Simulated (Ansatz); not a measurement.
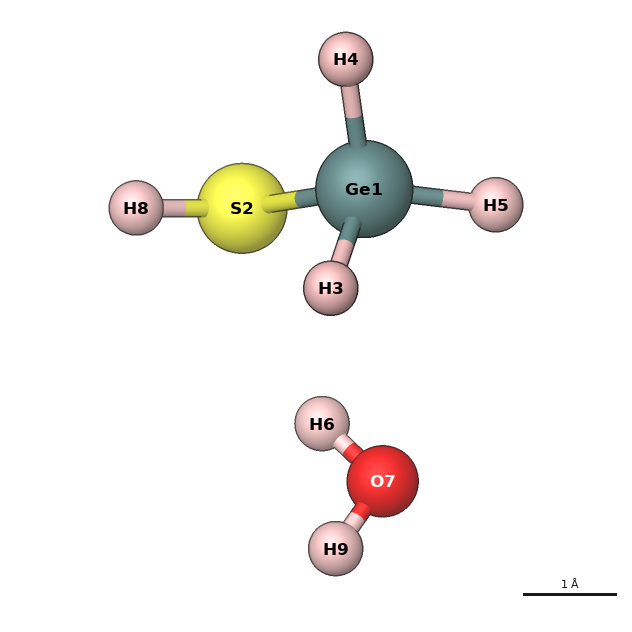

Computed geometry: PBE0-D4/def2-TZVP optimisation.

Find the hydrogen bonds (donors O, N, F, S or Cl) and give their geometry.

```csv
D–H···A,D–H (Å),H···A (Å),angle (°),kind
O7–H6···S2,0.97,2.49,149,intermolecular
```
